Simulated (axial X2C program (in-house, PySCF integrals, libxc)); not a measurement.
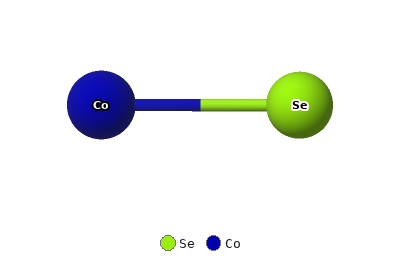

*The molecule at the reference distance of 2.093 Å.*

## Relativistic diatomic calculation for SeCo

- system: SeCo, single determinant with Ω = 7/2. The distance is the PBE0 minimum at charge 0.
- method: expectation values, HF and Kohn-Sham, two-component X2C with atomic mean-field Coulomb and Gaunt terms, Se dyall-cv3z, Co dyall-cv3z (cores contracted) (axial X2C program (in-house, PySCF integrals, libxc))

## Log
```
two-component X2C + atomic mean field  PBE0
basis functions 210  fitting functions 1187  grid points 5801
iter        total energy     max residual
   1      -3821.542412524     4.55e-01
   2      -3821.565848630     1.72e-03
   3      -3821.565587156     7.16e-03
   4      -3821.565863445     7.32e-04
   5      -3821.565869012     5.03e-04
   6      -3821.565872516     1.33e-04
   7      -3821.565872678     2.81e-05
   8      -3821.565872683     1.40e-05
   9      -3821.565872687     4.08e-06
  10      -3821.565872688     5.43e-06
converged
one-electron -5770.79552923  Coulomb 1866.51909818  exact exchange -36.32409620  xc functional -111.77407520  nuclear repulsion 232.09970360  atomic mean-field constant -1.29097383
```

## Expectation values by level of theory

| quantity | PBE0 | HF | B3LYP | LDA | BHandHLYP |
| --- | --- | --- | --- | --- | --- |
| effective field for an electron dipole moment (GV/cm) | −0.234 | 1.40 | −0.310 | −0.418 | −0.155 |
| field gradient at the first nucleus (a.u.) | 1.47 | 3.82 | 1.41 | 0.389 | 3.17 |
| field gradient at the second nucleus (a.u.) | −0.256 | −0.446 | −0.229 | −0.222 | −0.0105 |
| A∥/gI, first nucleus (MHz) | −57.6 | 12.0 | −53.8 | −64.6 | −37.2 |
| A∥/gI, second nucleus (MHz) | 347 | 559 | 332 | 306 | 378 |

Each column comes from one determinant with 3 or more unpaired spinors, which can mix states, in a basis with contracted cores. The levels disagree widely: the effective field runs from −0.418 to 1.40 GV/cm, A∥/gI at the first nucleus runs from −64.6 to 12.0 MHz, the field gradient at the first nucleus runs from 0.389 to 3.82 a.u. and the field gradient at the second nucleus runs from −0.446 to −0.0105 a.u. They may not all have settled in the same state, and these values aren't reliable properties of the molecule.

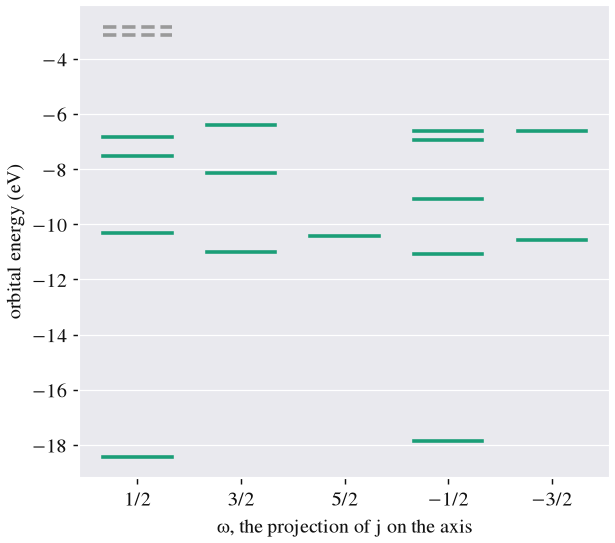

*Orbital energies (PBE0) near the frontier at 2.09 Å, filled (solid) and empty (dashed).*

The highest filled spinor (3/2; 83 % Se p, 10 % Co p) lies at −6.39 eV, the lowest empty one (1/2; 39 % Co s, 39 % Co p) at −3.13 eV.

## The input
```
{"zs": [34, 27], "q": 0, "bas": ["dyall-cv3z", "dyall-cv3z"], "r0": 2.1, "levels": ["PBE0", "HF", "B3LYP", "LDA", "BHandHLYP"], "nst": 3}
```

The line is the task of a batch: nuclear charges, charge, bases, the levels to run, a first guess of the distance and further settings. This report covers the levels named above. The log is that of the reference distance.

The run was one of a batch that the task file lists, launched with:
```bash
python <driver script> task.json out
```

## Results in brief

- outcome: converged; the levels of theory disagree widely
- hardware: 1 thread of Arm Neoverse V1, 112 GiB of memory available, shared host
- wall time: 7.3 s
- peak memory: 0.45 GiB
